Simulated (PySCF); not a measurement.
**CoO2Br: structure of the triplet**

Aim: relax CoO2Br as a triplet from a trigonal pyramidal start, check by its vibrations whether the end is a minimum, and collect its spectrum and constants.

Program: PySCF 2.14.0. Level of theory: PBE0, basis Co def2-TZVP, O def2-TZVP, Br def2-TZVP, no relativity, density fitting. These are calculated values, not measurements.

### Step 1. Starting geometry

4 atoms, charge 0, spin multiplicity 3.

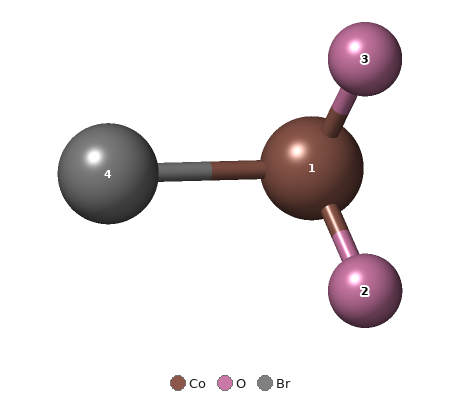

The starting geometry (cobalt brown, oxygen pink, bromine grey); atoms are numbered from 1 in the order of the file.

```xyz
4
charge 0 multiplicity 3
Co    0.0000    0.0000    0.0000
O    -0.7064    1.2234    0.7512
O    -0.7064   -1.2234    0.7512
Br    1.9866    0.0000    1.0563
```

### Step 2. Finding the electronic state

One driver script runs all steps and calls PySCF; scf.py shows how it sets up the SCF of each step. The optimiser is the driver's own. After this first run the driver tries any further starts and a stability analysis.

scf.py reads:

```python
from pyscf import gto, scf, dft
mol = gto.M(atom='''
Co     0.000000     0.000000     0.000000
O     -0.706400     1.223400     0.751200
O     -0.706400    -1.223400     0.751200
Br     1.986600     0.000000     1.056300''',
    basis={'Co': 'def2-TZVP', 'O': 'def2-TZVP', 'Br': 'def2-TZVP'},
    charge=0, spin=2)
mf = dft.UKS(mol, xc='PBE0')
mf.grids.atom_grid = (50, 194)
aux = {'Co': 'def2-universal-JKFIT', 'O': 'def2-universal-JKFIT', 'Br': 'def2-universal-JKFIT'}
mf = mf.density_fit(auxbasis=aux)
mf.conv_tol = 1e-08
mf.diis_space = 10
mf.max_cycle = 60
mf.init_guess = 'minao'
mf.verbose = 4
mf.kernel()
```

Command:

```console
$ OMP_NUM_THREADS=4 python axn.py task.json out
```

The program printed, cut to the lines that bear on the results:

```text
[... the frontier levels of the middle cycles are left out ...]
init E= -4104.74552945618
[... the frontier-level lines of each cycle are left out ...]
cycle= 1 E= -4089.62485735266  delta_E= 15.1  |g|= 5.71  |ddm|= 8.32
cycle= 2 E= -4013.62307527844  delta_E=   76  |g|= 16.8  |ddm|= 15.1
cycle= 3 E= -4074.34051213586  delta_E= -60.7  |g|= 11.4  |ddm|= 8.06
cycle= 4 E= -4085.94561408009  delta_E= -11.6  |g|= 9.18  |ddm|= 3.14
cycle= 5 E= -4091.99197759533  delta_E= -6.05  |g|= 6.99  |ddm|=  4.6
cycle= 6 E= -4092.73228420869  delta_E= -0.74  |g|= 6.59  |ddm|= 3.58
cycle= 7 E= -4097.41753605709  delta_E= -4.69  |g|= 5.35  |ddm|= 4.13
cycle= 8 E= -4102.70232068207  delta_E= -5.28  |g|= 3.73  |ddm|= 2.42
cycle= 9 E= -4103.49412666044  delta_E= -0.792  |g|= 3.16  |ddm|= 1.68
cycle= 10 E= -4104.83105293025  delta_E= -1.34  |g|=  2.6  |ddm|= 1.47
cycle= 11 E= -4105.92643462411  delta_E= -1.1  |g|= 1.65  |ddm|= 0.436
cycle= 12 E= -4106.35237635107  delta_E= -0.426  |g|= 0.999  |ddm|= 0.877
cycle= 13 E= -4106.54410551494  delta_E= -0.192  |g|= 0.109  |ddm|= 0.413
cycle= 14 E= -4106.5500050189  delta_E= -0.0059  |g|= 0.0395  |ddm|= 0.0778
[... 13 cycles left out ...]
cycle= 28 E= -4106.55406438828  delta_E= 1.09e-06  |g|= 0.0007  |ddm|= 0.00681
cycle= 29 E= -4106.55406627334  delta_E= -1.89e-06  |g|= 0.000471  |ddm|= 0.00491
cycle= 30 E= -4106.55406721649  delta_E= -9.43e-07  |g|= 0.000613  |ddm|= 0.00367
cycle= 31 E= -4106.55406771654  delta_E= -5e-07  |g|= 0.00042  |ddm|= 0.0033
cycle= 32 E= -4106.55406795058  delta_E= -2.34e-07  |g|= 0.000224  |ddm|= 0.00131
cycle= 33 E= -4106.55406805702  delta_E= -1.06e-07  |g|= 0.000203  |ddm|= 0.000765
cycle= 34 E= -4106.55406786153  delta_E= 1.95e-07  |g|= 0.000293  |ddm|= 0.0013
cycle= 35 E= -4106.55406778804  delta_E= 7.35e-08  |g|= 0.000181  |ddm|= 0.000667
cycle= 36 E= -4106.55406781649  delta_E= -2.85e-08  |g|= 0.000208  |ddm|= 0.000773
cycle= 37 E= -4106.55406787615  delta_E= -5.97e-08  |g|= 0.000188  |ddm|= 0.00096
cycle= 38 E= -4106.5540679048  delta_E= -2.86e-08  |g|= 0.000112  |ddm|= 0.000647
cycle= 39 E= -4106.55406784726  delta_E= 5.75e-08  |g|= 0.000165  |ddm|= 0.000938
cycle= 40 E= -4106.55406780782  delta_E= 3.94e-08  |g|= 0.000139  |ddm|= 0.000588
cycle= 41 E= -4106.55406780355  delta_E= 4.27e-09  |g|= 9.46e-05  |ddm|= 0.000797
Extra cycle  E= -4106.55406775025  delta_E= 5.33e-08  |g|= 0.000393  |ddm|= 0.000271
converged SCF energy = -4106.55406775025  <S^2> = 2.2885229  2S+1 = 3.1865486
```

This step, with its further starts and checks, ran for 56 s (4 threads of Arm Neoverse V1, shared host).

The starts that the driver tried:

```
                      start   energy (Eh)
    the minimal-basis guess  -4106.554068
a thermally smeared density  -4106.635852
      a smeared PBE density  -4106.635852
```

The first run landed in a state that is too high. Following the other starts and the instabilities gains 214.7 kJ/mol (-4106.63585 Eh), and the work goes on from there.

### Step 3. Relaxation: trigonal pyramidal start, triplet

The program finds Cs symmetry in the start, which this walk keeps. Threshold on the gradient: 0.0003 Eh/bohr, with a further test on the energy change.

Changes to scf.py since step 2:

```diff
@@ -3,4 +3,4 @@
-Co     0.000000     0.000000     0.000000
-O     -0.706400     1.223400     0.751200
-O     -0.706400    -1.223400     0.751200
-Br     1.986600     0.000000     1.056300''',
+Co    -0.790040     0.000000    -0.632309
+O     -1.496440     1.223400     0.118891
+O     -1.496440    -1.223400     0.118891
+Br     1.196560     0.000000     0.423991''',
@@ -16 +15,0 @@
-mf.init_guess = 'minao'
```

The optimiser's trace:

| step | energy (Eh) | change (kJ/mol) | largest symmetric gradient (Eh/bohr) |
| --- | --- | --- | --- |
| 0 | -4106.635852 | 0.00 | 0.06076 |
| 1 | -4106.651806 | -41.89 | 0.04521 |
| 2 | -4106.664709 | -75.76 | 0.02079 |
| 3 | -4106.669002 | -87.03 | 0.01509 |
| 4 | -4106.672045 | -95.03 | 0.01071 |
| 5 | -4106.672700 | -96.75 | 0.00434 |
| 6 | -4106.672789 | -96.98 | 0.00746 |
| 7 | -4106.672912 | -97.30 | 0.00098 |
| 8 | -4106.672934 | -97.36 | 0.00052 |
| 9 | -4106.672940 | -97.37 | 0.00006 |

The walk took 82 s.

Geometry (Å) and forces (eV/Å) at some steps:

```
step 0
Co  -0.790   0.000  -0.632  -1.115   0.000   3.124
O   -1.496   1.223   0.119   0.520   0.168  -1.312
O   -1.496  -1.223   0.119   0.520  -0.168  -1.312
Br   1.197   0.000   0.424   0.075   0.000  -0.499
step 1
Co  -0.813   0.000  -0.520  -0.815   0.000   2.324
O   -1.498   1.297   0.073   0.385  -0.282  -0.965
O   -1.498  -1.297   0.073   0.386   0.282  -0.966
Br   1.222   0.000   0.404   0.044   0.000  -0.393
step 5
Co  -0.802   0.000  -0.066   0.223   0.000   0.163
O   -1.575   1.344  -0.108  -0.072   0.215  -0.056
O   -1.575  -1.344  -0.108  -0.072  -0.215  -0.056
Br   1.365   0.000   0.310  -0.078   0.000  -0.051
step 9
Co  -0.809   0.000  -0.015   0.003   0.000   0.002
O   -1.570   1.351  -0.126   0.000  -0.001   0.000
O   -1.570  -1.351  -0.126   0.000   0.001   0.000
Br   1.362   0.000   0.296  -0.003   0.000  -0.001
```

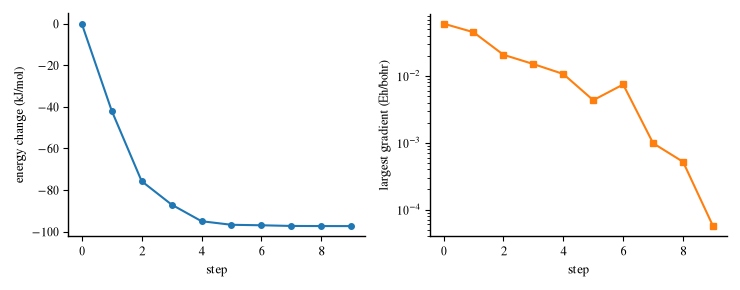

How energy and gradient fall.

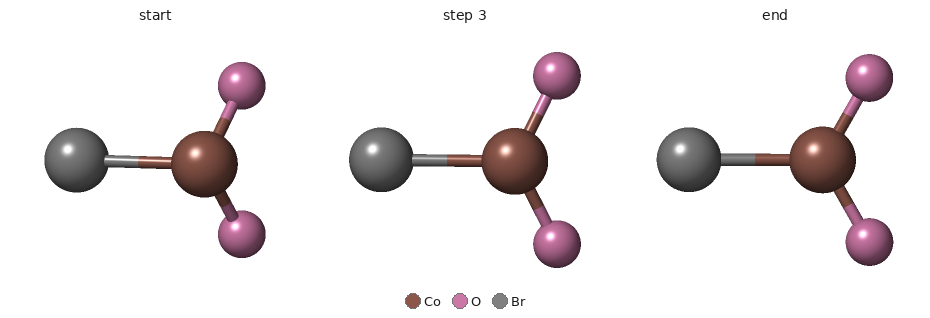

The geometry along the walk, at one scale.

It settles in C2v symmetry, 97.4 kJ/mol below the start, after 9 steps: Co–Br 2.193 Å, Co–O 1.555 Å (×2); Br–Co–O 119.6° (×2), O–Co–O 120.7°.

### Step 4. Hessian and properties

The point is checked on the finer grid, and tightened if its gradient asks for it. The Hessian and the dipole derivatives come from central differences of analytic gradients, with steps of 0.02 bohr.

Changes to scf.py since step 3:

```diff
@@ -3,4 +3,4 @@
-Co    -0.790040     0.000000    -0.632309
-O     -1.496440     1.223400     0.118891
-O     -1.496440    -1.223400     0.118891
-Br     1.196560     0.000000     0.423991''',
+Co    -0.865412    -0.000000    -0.124727
+O     -1.625643     1.351681    -0.234294
+O     -1.625643    -1.351681    -0.234294
+Br     1.304781    -0.000000     0.188050''',
@@ -10 +10 @@
-mf.grids.atom_grid = (50, 194)
+mf.grids.atom_grid = (75, 302)
@@ -13 +13 @@
-mf.conv_tol = 1e-08
+mf.conv_tol = 1e-10
```

The driver hands on the density of the step before, so the log starts near convergence.

SCF at the final geometry:

```text
init E= -4106.67276995199
[... the frontier-level lines of each cycle are left out ...]
cycle= 1 E= -4106.67276994362  delta_E= 8.37e-09  |g|= 0.000198  |ddm|= 6.05e-05
cycle= 2 E= -4106.67276957941  delta_E= 3.64e-07  |g|= 0.00132  |ddm|= 0.000392
cycle= 3 E= -4106.6727699517  delta_E= -3.72e-07  |g|= 3.51e-05  |ddm|= 0.000338
cycle= 4 E= -4106.67276995219  delta_E= -4.91e-10  |g|= 1.22e-06  |ddm|= 1.6e-05
cycle= 5 E= -4106.67276995219  delta_E=    0  |g|= 7.29e-07  |ddm|= 1.41e-06
Extra cycle  E= -4106.67276995218  delta_E= 1e-11  |g|= 1.81e-06  |ddm|= 1.76e-06
converged SCF energy = -4106.67276995218  <S^2> = 2.0389691  2S+1 = 3.0258679
```

The whole step took 3.2 min.

Geometry: C2v; Co–Br 2.193 Å, Co–O 1.555 Å (×2); Br–Co–O 119.6° (×2), O–Co–O 120.8°.

Modes, for the most abundant isotopes:

```tsv
symmetry	ω (cm⁻¹)	IR (km/mol)	type
b1	139	16.5	bend
b2	158	0.2	bend
a1	261	3.7	mixed
a1	386	12.5	mixed
a1	1001	43.6	stretch
b2	1004	79.2	stretch
```

No imaginary mode, so this is a minimum.

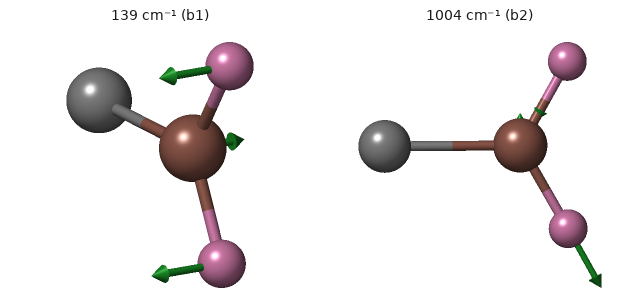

How the atoms move in 2 of the modes.

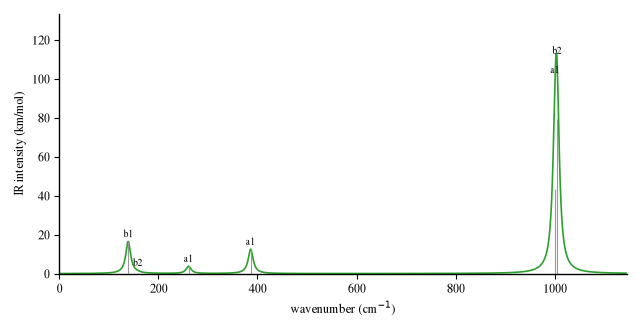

The harmonic infrared spectrum (widths in cm⁻¹). Lines are broadened to a width of 12 cm⁻¹ (Lorentzian).

Constants and moments:

```
Dipole moment                                                   : 1.28 D
Highest occupied level                                          : -9.32 eV
Lowest empty level                                              : -5.43 eV
Rotational constants                                            : 0.2884, 0.06279, 0.05156 cm⁻¹
Zero-point energy                                               : 17.6 kJ/mol
Principal polarisabilities                                      : 32.0, 56.6, 78.6 bohr³
Atomisation energy without zero-point energy                    : 884 kJ/mol
Principal traceless quadrupole moments about the centre of mass : -2.93, -0.17, 3.10 D Å
Entropy at 298.15 K and 1 bar (electronic part: spin only)      : 323.5 J/(mol K)
Heat capacity Cp at 298.15 K                                    : 65.9 J/(mol K)
Enthalpy at 298.15 K above 0 K                                  : 15.58 kJ/mol
Rotational symmetry number                                      : 2
Spin squared ⟨S²⟩                                               : 2.039
```

Charges (e) and bond orders:

| atom | Mulliken | Löwdin | polar tensor | spin (Mulliken) | Mayer order to Co1 |
| --- | --- | --- | --- | --- | --- |
| Co1 | 0.93 | -0.05 | 1.05 | 1.28 | – |
| O2,3 | -0.39 | -0.11 | -0.39 | 0.33 | 1.68 |
| Br4 | -0.16 | 0.26 | -0.27 | 0.06 | 1.08 |

Mulliken populations on Co1: s 6.42, p 12.40, d 7.24, f 0.00.

### Step 5. Outcome

```
                                          quantity                                                                 value
                                           minimum                                                          triplet, C2v
                                          geometry  Co–Br 2.193 Å, Co–O 1.555 Å (×2); Br–Co–O 119.6° (×2), O–Co–O 120.8°
                                wavenumbers (cm⁻¹)          139 (b1), 158 (b2), 261 (a1), 386 (a1), 1001 (a1), 1004 (b2)
                                     dipole moment                                                                1.28 D
highest occupied, lowest empty level (either spin)                                                       -9.32, -5.43 eV
                        polar-tensor charge of Co1                                                               +1.05 e
                                 zero-point energy                                                           17.6 kJ/mol
                               entropy at 298.15 K                                                       323.5 J/(mol K)
         atomisation energy (no zero-point energy)                                                            884 kJ/mol
                                              ⟨S²⟩                                                                 2.039
```

In words: The trigonal pyramidal start (Cs) ends in a minimum of C2v symmetry. The strongest infrared band lies at 1004 cm⁻¹ (b2, stretch). Most of the spin sits on Co1 (Mulliken spin 1.28, against 2 for the whole molecule). The first SCF alone would have been 215 kJ/mol too high. Only this shape and spin were tried, so other structures or states may lie lower. One determinant may miss the lowest occupation of an open d or f shell.

The search up to here took 5.5 min.
